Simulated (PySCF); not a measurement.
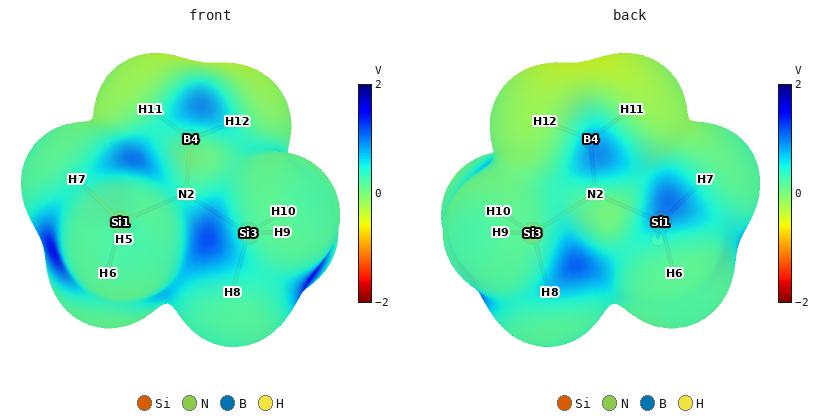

Figure. BH8NSi2 (SMILES BN([SiH3])[SiH3]). The molecular electrostatic potential painted on the density surface at 0.002 e/bohr³, seen from the front and from behind; red is negative and blue positive.

Geometry: PBE0-D3(BJ)/def2-SVP.

Theory: PBE0/pcSseg-2, SCF density, gas phase, non-relativistic in PySCF 2.14.0.

The calculation's input:

```
{"job": {"kind": "nmr", "xc": "PBE0", "basis": "pcSseg-2"}, "charge": 0, "multiplicity": 1}
Si     0.368829    -0.927579     1.360786
N      0.111621     0.224515     0.041320
Si    -0.757539    -0.265757    -1.425833
B      0.600473     1.548687     0.098137
H      1.073196    -2.138052     0.839287
H     -0.947143    -1.363290     1.917551
H      1.185332    -0.271095     2.417093
H     -1.404587    -1.583399    -1.144951
H     -1.797764     0.742986    -1.770035
H      0.187684    -0.424413    -2.569092
H      1.216490     1.939216     1.064704
H      0.398507     2.293147    -0.839759
```

Run with:

```sh
OMP_NUM_THREADS=1 python cluster_run.py task.json out
```

Where is the surface potential most negative and most positive?

The most negative region (about −0.4 V, or −9 kcal/mol for a unit charge) lies over H11 and H12, the most positive (about +1.5 V, or +35 kcal/mol for a unit charge) over Si1 and Si3.

What dipole moment does the calculation give?

Its dipole moment is 0.87 D.
